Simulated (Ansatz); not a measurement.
Input

```
crystal:
  periodic: [false, false, false]
  atoms:
    - {symbol: Sn, position_ang: [0.546054, -0.704663, 0.389995]}
    - {symbol: H, position_ang: [0.483179, -0.871931, 2.101736]}
    - {symbol: H, position_ang: [2.133154, -0.901005, -0.245830]}
    - {symbol: C, position_ang: [-0.539609, 0.972788, -0.390239]}
    - {symbol: H, position_ang: [-0.116993, 1.910944, -0.008549]}
    - {symbol: H, position_ang: [-1.588074, 0.890049, -0.079771]}
    - {symbol: H, position_ang: [-0.480117, 0.962107, -1.484981]}
    - {symbol: F, position_ang: [-0.437603, -2.258288, -0.282360]}
basis:
  gaussian: {orbitals: def2-TZVP, initial_orbitals: start.molden}
hamiltonian: {xc: pbe0, dispersion: d4}
scf: {omitted_lower_state_checks: [starts]}
output: {orbitals: {seedname: orbitals}}
```

Run with:

```sh
ansatz run in.yaml --threads 4 --pin off --events-out ev --progress --plain --max-ram 3916MiB
```

Geometry: PBE-D4/def2-TZVP; core potentials replace the inner electrons of Sn.

Method: Ansatz 0.2.0, RKS PBE0-D4/def2-TZVP.

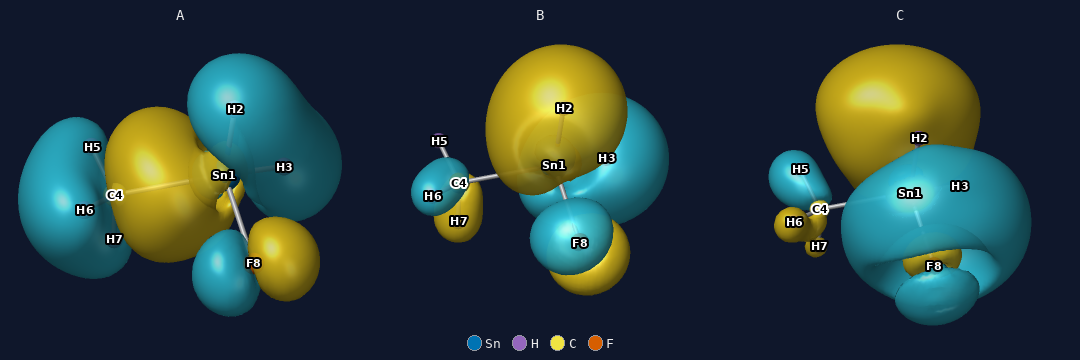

CH5FSn (SnH2MeF). Three frontier orbitals at ±0.06 Å⁻³ᐟ² (yellow and cyan are the two phases), in no order.

Question: Which picture is the HOMO−1, the HOMO and the LUMO?

Answer: B is the HOMO−1 (−9.07 eV). Its weight (Hirshfeld) is mainly on Sn1 (about 30 %), H3 (about 25 %), H2 (about 25 %) and F8 (about 20 %). A is the HOMO (−8.69 eV). It lies mainly on C4 (about 35 %), Sn1 (about 25 %), F8 (about 15 %), H2 (about 5 %) and H3 (about 5 %). C is the LUMO (−0.47 eV). By Hirshfeld shares it lies mainly on Sn1 (about 70 %) and F8 (about 15 %).

Question: What is the HOMO–LUMO gap?

Answer: 8.22 eV between the orbital energies.
